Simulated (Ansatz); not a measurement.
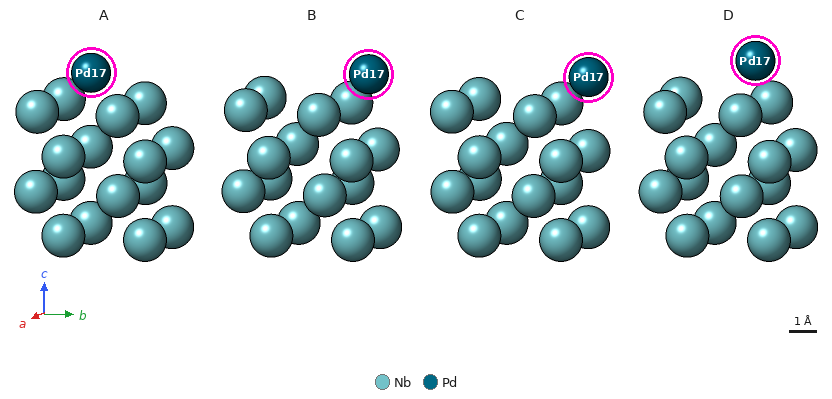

4 geometries from a converged minimum-energy path of Pd on Nb(100) (17 atoms in the cell), shuffled. Style: spheres-only. Shown: the simulation cell, with the vacuum cut short (origin moved), slightly off an axis. The moving atom is ringed, with any periodic copies.

Method: DFT LDA, scalar-relativistic, plane waves, PAW (Ansatz 0.2.0). Settings: plane-wave cutoff 420 eV; k-point mesh 3 × 3 × 1; Gaussian smearing 0.05 eV; 4 atoms held fixed; 5 movable images; climbing image; force threshold 0.05 eV/Å; iteration limit 80; spring constant 1.0 eV/Å²; starting path by image-dependent pair potential.

Question: Which frame is the top of the path?

Answer: D. In order along the path, whose images run from 0 to 6: A (image 0, 0.00 eV), D (image 3, +1.35 eV), B (image 5, +0.16 eV), C (image 6, 0.00 eV). The adsorbate starts on a bridge site and hops by a lattice vector of the surface; other mechanisms, such as exchange with a surface atom, weren't searched. The Pd atom travels furthest, 3.30 Å from end to end, on a path that bends up to 0.55 Å away from the straight line. At the highest image its nearest neighbour (Nb) is 2.49 Å away, against 2.67 Å at the start, and the surrounding atoms stand up to 0.27 Å off the mean of their end positions.

Limits of the set-up: the periodic images lie only 6.6 Å apart, so the values are limited by the cell's size.

Cost: 17 min on 4 threads of AMD EPYC 9R45 (Zen 5), on a shared host, peak memory 4.5 GiB.
